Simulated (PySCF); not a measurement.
Input file:

```
{"job": {"kind": "nmr", "xc": "PBE0", "basis": "pcSseg-1"}, "charge": 0, "multiplicity": 1}
N     -1.705257     2.766116    -0.801733
C     -1.845220     1.708315    -0.390718
C     -1.993322     0.354935     0.084066
C     -1.433796    -0.583347    -0.952040
C     -0.388380    -1.384734    -0.802613
C      0.452772    -1.561233     0.414824
Si     2.012279    -0.449137     0.381815
C      1.446424     1.356447     0.697431
F      0.661449     1.394546     1.838477
H     -3.060919     0.161808     0.236004
H     -1.476394     0.269847     1.041652
H     -1.951230    -0.554834    -1.901901
H     -0.085321    -1.986088    -1.649961
H     -0.114112    -1.341428     1.320170
H      0.765615    -2.603703     0.478500
H      2.684966    -0.491383    -0.917655
H      2.903138    -0.853415     1.473248
H      0.835376     1.772056    -0.107290
H      2.282128     2.034484     0.879875
```

Launched as:

```sh
OMP_NUM_THREADS=1 python probes_run.py task.json out
```

Geometry: GFN2-xTB.

These are results of PySCF, PBE0/pcSseg-1, SCF density, gas phase, non-relativistic, not measurements.

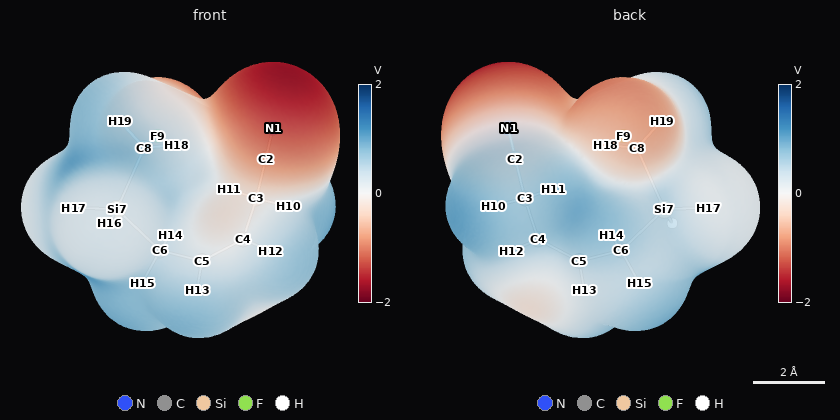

C6H10FNSi (SMILES N#CC/C=C\C[SiH2]CF). The electrostatic potential painted on the density surface at 0.001 e/bohr³, seen from the front and from behind; the colour scale runs from red (negative) to blue (positive).

**Which sites attract a positive test charge, and which a negative one?**

A positive charge is drawn to the negative regions and a negative charge to the positive ones. The most negative region (about −1.7 V) lies over N1, the most positive (about +1.0 V) over Si7 and H10. N1 is the likeliest acceptor of a hydrogen bond.

**What dipole moment does the calculation give?**

Its dipole moment is 4.02 D.
